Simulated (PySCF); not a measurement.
# C₄H₅PS: electronic excitations and core binding energies

What electronic excitations and core binding energies should C₄H₅PS (`Cc1cpcs1`) show?

Computed with PySCF 2.14.0, with density-fitted response routines of our own, on a single molecule in the gas phase. Atoms count from 0, in the outputs and in this text.

## 1. The starting structure

11 atoms, charge 0, multiplicity 1; geometry from: GFN2-xTB.

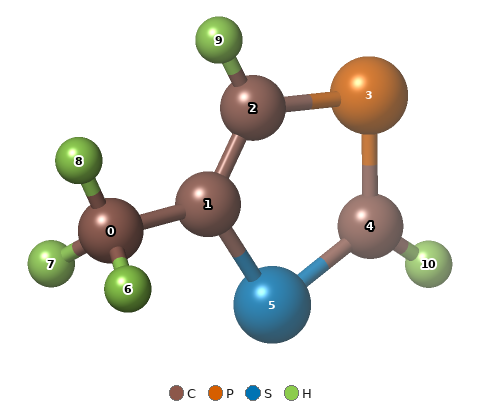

The starting geometry (carbon brown, phosphorus orange, sulfur blue, hydrogen green), atoms numbered.

## 2. Ultraviolet spectrum: CAM-B3LYP/def2-SVPD

The job: settings as JSON, then the geometry in Å.

```
{"job": {"kind": "uv", "xc": "CAM-B3LYP", "basis": "def2-SVPD", "nstates": 8, "ntriplets": 3}, "charge": 0, "multiplicity": 1}
C     -1.763552    -0.151330     0.012555
C     -0.277978    -0.029020     0.000192
C      0.435994     1.121914    -0.012769
P      2.200108     1.019251    -0.026308
C      2.178841    -0.682416    -0.014446
S      0.663110    -1.483290     0.000805
H     -2.093109    -0.692305     0.899205
H     -2.106931    -0.703296    -0.862094
H     -2.224309     0.833470     0.010710
H     -0.057461     2.081605    -0.014590
H      3.050711    -1.311912    -0.019224
```

With the program's defaults for keys left out, this is: TDDFT CAM-B3LYP/def2-SVPD, vertical, gas phase, core orbitals frozen in the response.

Run with:

```
OMP_NUM_THREADS=1 python probes_run.py task.json out
```

This one command runs all jobs of the session in turn.

The program printed:

```text
coarse grid: 10696 points
cycle   1  E = -894.4224892463  dE =  1.040e+00  |g| = 2.585e-01  |ddm| = 5.649e+00
cycle   2  E = -894.4309516956  dE = -8.462e-03  |g| = 2.316e-01  |ddm| = 9.733e-01
cycle   3  E = -894.4441756981  dE = -1.322e-02  |g| = 5.792e-02  |ddm| = 4.566e-01
cycle   4  E = -894.4451006061  dE = -9.249e-04  |g| = 2.247e-02  |ddm| = 1.331e-01
cycle   5  E = -894.4452406438  dE = -1.400e-04  |g| = 5.524e-03  |ddm| = 4.849e-02
cycle   6  E = -894.4452488876  dE = -8.244e-06  |g| = 2.584e-03  |ddm| = 1.261e-02
final grid: 95368 points
cycle   7  E = -894.5526305815  dE = -1.956e-05  |g| = 4.458e-03  |ddm| = 6.449e-02
cycle   8  E = -894.5526256706  dE =  4.911e-06  |g| = 6.256e-03  |ddm| = 1.525e-02
cycle   9  E = -894.5526360018  dE = -1.033e-05  |g| = 5.221e-04  |ddm| = 9.088e-03
cycle  10  E = -894.5526360744  dE = -7.259e-08  |g| = 2.009e-04  |ddm| = 1.142e-03
cycle  11  E = -894.5526360882  dE = -1.381e-08  |g| = 5.762e-05  |ddm| = 5.200e-04
cycle  12  E = -894.5526360895  dE = -1.280e-09  |g| = 1.761e-05  |ddm| = 1.477e-04
cycle  13  E = -894.5526360898  dE = -2.374e-10  |g| = 7.108e-06  |ddm| = 7.192e-05
converged SCF energy = -894.5526360898

Static polarisability (au): isotropic 87.034, principal 58.629 93.097 109.376

Singlet excitations
state   eV       nm        f      main configurations
  1   4.8831    253.9   0.09011   H->L 0.94
  2   5.2736    235.1   0.05236   H-1->L 0.84, H->L+3 0.14
  3   5.3389    232.2   0.00813   H-2->L 0.97
  4   5.6401    219.8   0.00017   H->L+1 0.66, H->L+2 0.16
  5   6.3509    195.2   0.23583   H->L+3 0.76, H-1->L 0.11
  6   6.3557    195.1   0.00412   H-1->L+1 0.45, H->L+2 0.21, H-1->L+2 0.09
  7   6.4103    193.4   0.00537   H->L+2 0.52, H-1->L+1 0.21
  8   6.9440    178.5   0.00329   H->L+4 0.24, H->L+6 0.23, H->L+5 0.20

Triplet excitations (Tamm-Dancoff, eV): 2.9561 4.1860 4.5206
```

Run time: 22 s. Hardware: 1 thread of Arm Neoverse V2, shared host; peak memory 0.73 GiB.

Frontier orbitals and where they lie:

```csv
orbital,eV,atoms
HOMO−3,-11.43,"S5 29 %, C2 14 %, C4 14 %"
HOMO−2,-9.18,"P3 62 %, S5 12 %, C2 11 %"
HOMO−1,-8.64,"C2 31 %, S5 25 %, C1 19 %"
HOMO,-7.87,"P3 29 %, C4 28 %, S5 16 %"
LUMO,-0.25,"P3 29 %, C4 26 %, S5 21 %"
LUMO+1,1.00,"S5 46 %, C0 13 %, P3 9 %"
LUMO+2,1.29,"S5 54 %, H10 8 %, C4 7 %"
```

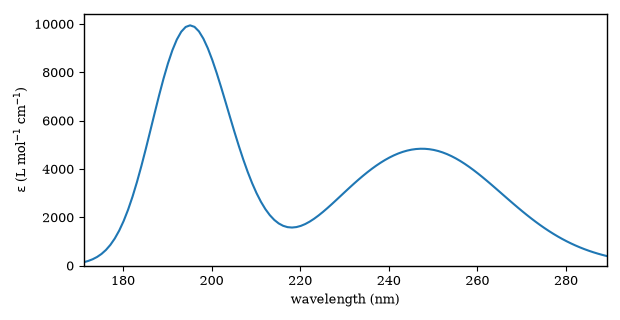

Absorption spectrum: each of the 8 states is a Gaussian band of 0.4 eV half-width at 1/e. Beyond the last state computed it falls off for lack of states.

Ground-state properties from the same run:

```csv
property,computed
dipole moment (D),1.76
polarisability (Å³),12.90
HOMO–LUMO gap (eV),7.62
−ε(HOMO) (eV),7.87
```

## 3. X-ray photoelectron lines: SCAN, X2C

The job, as its differences from that of step 2:

```diff
@@ -1,2 +1,2 @@
-{"job": {"kind": "uv", "xc": "CAM-B3LYP", "basis": "def2-SVPD", "nstates": 8, "ntriplets": 3}, "charge": 0, "multiplicity": 1}
+{"job": {"kind": "xps"}, "charge": 0, "multiplicity": 1}
 C     -1.763552    -0.151330     0.012555
```

Method: delta-SCF UKS SCAN, pcX-2 on the ionised atom, pcseg-1 elsewhere, spin-free X2C.

The program printed:

```text
ground state, core basis on atom 0 (C), 148 functions
  cycle   1  E = -896.58386885  |g| = 4.67e-01
  cycle   2  E = -896.49093739  |g| = 7.20e-01
  cycle   3  E = -896.63820375  |g| = 1.32e-01
  cycle   4  E = -896.64277322  |g| = 5.06e-02
  cycle   5  E = -896.64333199  |g| = 2.96e-02
  cycle   6  E = -896.64360750  |g| = 6.86e-03
  cycle   7  E = -896.64361567  |g| = 5.28e-03
  cycle   8  E = -896.64362298  |g| = 1.08e-03
  cycle   9  E = -896.64362179  |g| = 2.90e-04
  E(ground) = -896.68870726 Eh
hole in C 1s of atom 0
  cycle   1  E = -885.38392293  |g| = 1.51e+00
  cycle   2  E = -884.27303516  |g| = 2.02e+00
  cycle   3  E = -885.68065747  |g| = 6.50e-01
  cycle   4  E = -885.74035058  |g| = 5.86e-01
  cycle   5  E = -885.93639285  |g| = 1.21e-01
  cycle   6  E = -885.93445835  |g| = 1.27e-01
  cycle   7  E = -885.94522926  |g| = 2.18e-02
  cycle   8  E = -885.94550714  |g| = 8.27e-03
  cycle   9  E = -885.94554262  |g| = 4.58e-03
  cycle  10  E = -885.94555804  |g| = 1.57e-03
  cycle  11  E = -885.94556345  |g| = 1.17e-03
  cycle  12  E = -885.94556403  |g| = 7.42e-04
  cycle  13  E = -885.94556572  |g| = 4.77e-04
  E(ion) = -885.99007460 Eh   <S^2> = 0.7683   hole on atom = 1.000   binding energy = 291.125 eV
ground state, core basis on atom 1 (C), 148 functions
  cycle   1  E = -896.64702140  |g| = 5.99e-02
  cycle   2  E = -896.64695872  |g| = 2.77e-02
  cycle   3  E = -896.64698396  |g| = 2.59e-02
  cycle   4  E = -896.64712620  |g| = 8.71e-03
  cycle   5  E = -896.64714700  |g| = 1.43e-03
  cycle   6  E = -896.64714785  |g| = 3.70e-04
  E(ground) = -896.69248629 Eh
hole in C 1s of atom 1
  cycle   1  E = -885.35149032  |g| = 1.53e+00
  cycle   2  E = -883.33512074  |g| = 2.48e+00
  cycle   3  E = -885.61974456  |g| = 7.36e-01
  cycle   4  E = -885.66844088  |g| = 6.50e-01
  cycle   5  E = -885.93263160  |g| = 1.83e-01
  cycle   6  E = -885.94401650  |g| = 1.06e-01
  cycle   7  E = -885.95198815  |g| = 3.68e-02
  cycle   8  E = -885.95283777  |g| = 1.33e-02
  cycle   9  E = -885.95297625  |g| = 6.46e-03
  cycle  10  E = -885.95306375  |g| = 4.47e-03
  cycle  11  E = -885.95313684  |g| = 2.80e-03
  cycle  12  E = -885.95317656  |g| = 1.61e-03
  cycle  13  E = -885.95318565  |g| = 6.65e-04
  cycle  14  E = -885.95318723  |g| = 2.98e-04
  E(ion) = -885.99850336 Eh   <S^2> = 0.8162   hole on atom = 1.000   binding energy = 290.998 eV
ground state, core basis on atom 2 (C), 148 functions
  cycle   1  E = -896.64627541  |g| = 5.95e-02
  cycle   2  E = -896.64597241  |g| = 4.11e-02
  cycle   3  E = -896.64593163  |g| = 4.18e-02
  cycle   4  E = -896.64637586  |g| = 8.84e-03
  cycle   5  E = -896.64640258  |g| = 1.41e-03
  cycle   6  E = -896.64640348  |g| = 3.03e-04
  E(ground) = -896.69134379 Eh
hole in C 1s of atom 2
  cycle   1  E = -885.39255002  |g| = 1.52e+00
  cycle   2  E = -883.98609045  |g| = 2.18e+00
  cycle   3  E = -885.70981329  |g| = 6.65e-01
  cycle   4  E = -885.74783796  |g| = 6.04e-01
  cycle   5  E = -885.98233246  |g| = 1.29e-01
  cycle   6  E = -885.98861329  |g| = 6.08e-02
  cycle   7  E = -885.99062857  |g| = 1.96e-02
  cycle   8  E = -885.99086687  |g| = 6.41e-03
  cycle   9  E = -885.99090618  |g| = 4.83e-03
  cycle  10  E = -885.99093420  |g| = 3.34e-03
  cycle  11  E = -885.99095554  |g| = 1.44e-03
  cycle  12  E = -885.99096077  |g| = 5.89e-04
  cycle  13  E = -885.99096049  |g| = 3.11e-04
  E(ion) = -886.03549660 Eh   <S^2> = 0.7866   hole on atom = 1.000   binding energy = 289.960 eV
ground state, core basis on atom 3 (P), 159 functions
  cycle   1  E = -896.76092085  |g| = 3.41e-01
  cycle   2  E = -896.75903691  |g| = 8.69e-02
  cycle   3  E = -896.74965734  |g| = 1.94e-01
  cycle   4  E = -896.76120440  |g| = 3.17e-02
  cycle   5  E = -896.76149962  |g| = 6.53e-03
  cycle   6  E = -896.76151050  |g| = 1.07e-03
  cycle   7  E = -896.76151206  |g| = 5.87e-04
  cycle   8  E = -896.76151003  |g| = 2.49e-04
  E(ground) = -896.77619920 Eh
hole in P 1s of atom 3
  cycle   1  E = -816.61219581  |g| = 4.72e+00
  cycle   2  E = -815.94504679  |g| = 2.51e+00
  cycle   3  E = -812.54290673  |g| = 2.35e+00
  cycle   4  E = -817.49749794  |g| = 6.39e-01
  cycle   5  E = -817.55797737  |g| = 5.89e-01
  cycle   6  E = -817.71431355  |g| = 3.08e-01
  cycle   7  E = -817.76583798  |g| = 1.15e-01
  cycle   8  E = -817.77240421  |g| = 3.76e-02
  cycle   9  E = -817.77318717  |g| = 1.07e-02
  cycle  10  E = -817.77325431  |g| = 3.35e-03
  cycle  11  E = -817.77325934  |g| = 2.14e-03
  cycle  12  E = -817.77326309  |g| = 8.70e-04
  cycle  13  E = -817.77326408  |g| = 5.57e-04
  cycle  14  E = -817.77326550  |g| = 3.78e-04
  E(ion) = -817.78893875 Eh   <S^2> = 0.7532   hole on atom = 1.000   binding energy = 2149.353 eV
hole in P 2p of atom 3
  cycle   1  E = -891.35056474  |g| = 1.39e+00
  cycle   2  E = -890.55437689  |g| = 1.62e+00
  cycle   3  E = -891.29213841  |g| = 7.99e-01
  cycle   4  E = -891.71645869  |g| = 2.42e-01
  cycle   5  E = -891.73691610  |g| = 1.58e-01
  cycle   6  E = -891.75009099  |g| = 4.39e-02
  cycle   7  E = -891.75057579  |g| = 3.23e-02
  cycle   8  E = -891.75111391  |g| = 1.31e-02
  cycle   9  E = -891.75121972  |g| = 2.36e-03
  cycle  10  E = -891.75122597  |g| = 1.68e-03
  cycle  11  E = -891.75122867  |g| = 1.03e-03
  cycle  12  E = -891.75123090  |g| = 6.74e-04
  cycle  13  E = -891.75123191  |g| = 3.98e-04
  E(ion) = -891.77725065 Eh   <S^2> = 0.7548   hole on atom = 1.002   binding energy = 136.028 eV
  2p3/2 = 135.802 eV   2p1/2 = 136.694 eV
ground state, core basis on atom 4 (C), 148 functions
  cycle   1  E = -896.64565051  |g| = 7.73e-02
  cycle   2  E = -896.64150492  |g| = 1.23e-01
  cycle   3  E = -896.64583736  |g| = 4.70e-02
  cycle   4  E = -896.64637923  |g| = 2.48e-02
  cycle   5  E = -896.64656726  |g| = 4.54e-03
  cycle   6  E = -896.64657078  |g| = 1.40e-03
  cycle   7  E = -896.64657314  |g| = 3.69e-04
  E(ground) = -896.69139645 Eh
hole in C 1s of atom 4
  cycle   1  E = -885.36198327  |g| = 1.52e+00
  cycle   2  E = -883.77049064  |g| = 2.29e+00
  cycle   3  E = -885.75316509  |g| = 6.18e-01
  cycle   4  E = -885.70567664  |g| = 6.44e-01
  cycle   5  E = -885.96040815  |g| = 1.55e-01
  cycle   6  E = -885.96916226  |g| = 7.80e-02
  cycle   7  E = -885.97255999  |g| = 4.35e-02
  cycle   8  E = -885.97399159  |g| = 7.91e-03
  cycle   9  E = -885.97403897  |g| = 4.98e-03
  cycle  10  E = -885.97407340  |g| = 3.18e-03
  cycle  11  E = -885.97409721  |g| = 1.79e-03
  cycle  12  E = -885.97410765  |g| = 9.39e-04
  cycle  13  E = -885.97411096  |g| = 5.68e-04
  cycle  14  E = -885.97410973  |g| = 3.10e-04
  E(ion) = -886.02005998 Eh   <S^2> = 0.8000   hole on atom = 1.000   binding energy = 290.382 eV
ground state, core basis on atom 5 (S), 159 functions
  cycle   1  E = -896.79545455  |g| = 4.05e-01
  cycle   2  E = -896.79496403  |g| = 5.71e-02
  cycle   3  E = -896.79258657  |g| = 1.08e-01
  cycle   4  E = -896.79577263  |g| = 1.55e-02
  cycle   5  E = -896.79579524  |g| = 1.21e-02
  cycle   6  E = -896.79584247  |g| = 1.51e-03
  cycle   7  E = -896.79584263  |g| = 4.58e-04
  E(ground) = -896.82663958 Eh
hole in S 1s of atom 5
  cycle   1  E = -804.51674564  |g| = 5.08e+00
  cycle   2  E = -802.63062229  |g| = 2.92e+00
  cycle   3  E = -796.59213069  |g| = 3.17e+00
  cycle   4  E = -805.67354437  |g| = 3.44e-01
  cycle   5  E = -805.51364403  |g| = 6.29e-01
  cycle   6  E = -805.73061510  |g| = 1.40e-01
  cycle   7  E = -805.74127235  |g| = 5.06e-02
  cycle   8  E = -805.74263398  |g| = 1.89e-02
  cycle   9  E = -805.74283618  |g| = 2.82e-03
  cycle  10  E = -805.74283942  |g| = 1.50e-03
  cycle  11  E = -805.74283950  |g| = 5.63e-04
  cycle  12  E = -805.74283907  |g| = 2.73e-04
  E(ion) = -805.76514865 Eh   <S^2> = 0.7516   hole on atom = 1.000   binding energy = 2477.909 eV
hole in S 2p of atom 5
  cycle   1  E = -890.07216111  |g| = 1.53e+00
  cycle   2  E = -888.02367631  |g| = 2.19e+00
  cycle   3  E = -889.63858095  |g| = 1.09e+00
  cycle   4  E = -890.45456547  |g| = 3.38e-01
  cycle   5  E = -890.47809261  |g| = 2.80e-01
  cycle   6  E = -890.51818751  |g| = 1.02e-01
  cycle   7  E = -890.52367573  |g| = 3.59e-02
  cycle   8  E = -890.52430554  |g| = 1.03e-02
  cycle   9  E = -890.52436342  |g| = 2.82e-03
  cycle  10  E = -890.52436754  |g| = 1.83e-03
  cycle  11  E = -890.52437017  |g| = 5.77e-04
  cycle  12  E = -890.52436928  |g| = 3.35e-04
  E(ion) = -890.56124047 Eh   <S^2> = 0.7544   hole on atom = 1.001   binding energy = 170.490 eV
  2p3/2 = 169.959 eV   2p1/2 = 171.193 eV
```

Run time: 57 s. Hardware: 1 thread of Arm Neoverse V2, shared host; peak memory 0.5 GiB.

Binding energies by hole, beside the orbital energy of the ground state; the difference holds orbital relaxation and, for a density functional, its self-interaction error:

```csv
hole,stands for,environment,ΔSCF (eV; 2p as the shell's mean),−ε (eV),⟨S²⟩
C1s on C0,C0,methyl carbon on an aromatic ring,291.12,274.0,0.768
C1s on C1,C1,substituted aromatic carbon next to the ring sulfur,291.00,275.0,0.816
C1s on C2,C2,aromatic CH,289.96,273.9,0.787
P1s on P3,P3,"phosphorus bonded to 2 C, in a 5-membered ring",2149.35,2092.5,0.753
P2p on P3,P3,"phosphorus bonded to 2 C, in a 5-membered ring",136.10,125.4,0.755
C1s on C4,C4,aromatic CH next to the ring sulfur,290.38,274.7,0.800
S1s on S5,S5,aromatic ring sulfur,2477.91,2416.1,0.752
S2p on S5,S5,aromatic ring sulfur,170.37,159.1,0.754
```

With the spin-orbit splitting: P3 2p3/2 135.80, 2p1/2 136.69 eV; S5 2p3/2 169.96, 2p1/2 171.19 eV. The table gives each 2p level as the mean over the whole 2p shell (two parts 2p3/2, one part 2p1/2), which differs a little from the single hole in the log.

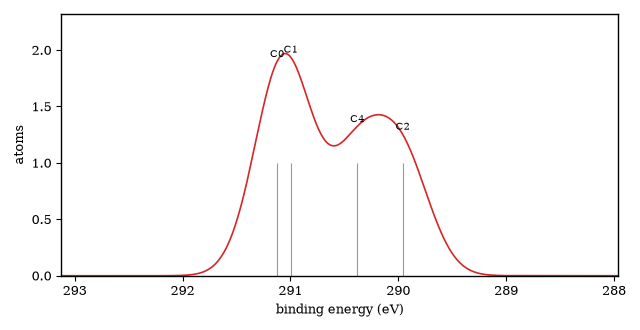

The C1s photoelectron lines, weighted by the number of atoms. Lines are broadened to a width of 0.60 eV (Gaussian).

## 4. Results

| quantity | value |
| --- | --- |
| lowest singlet (CAM-B3LYP/def2-SVPD) | 4.88 eV (254 nm), f = 0.090 |
| brightest single state of those computed | state 5, 6.35 eV, f = 0.236 |
| lowest triplet | 2.96 eV |
| C1s binding energies, SCAN/pcX-2 | C0 291.12, C1 291.00, C4 290.38, C2 289.96 eV |
| P1s binding energies, SCAN/pcX-2 | P3 2149.35 eV |
| P2p binding energies, SCAN/pcX-2 | P3 136.10 eV |
| S1s binding energies, SCAN/pcX-2 | S5 2477.91 eV |
| S2p binding energies, SCAN/pcX-2 | S5 170.37 eV |

The lowest singlet, at 4.88 eV, is HOMO→LUMO 0.94 and is bright; of the 8 states computed, the strongest absorption comes from state 5 at 6.35 eV. The lowest triplet lies 1.93 eV below the lowest singlet (triplets in Tamm-Dancoff, singlets in full TDDFT). The C1s levels kept as sound span 1.16 eV, from C2 (aromatic CH) up to C0 (methyl carbon on an aromatic ring).
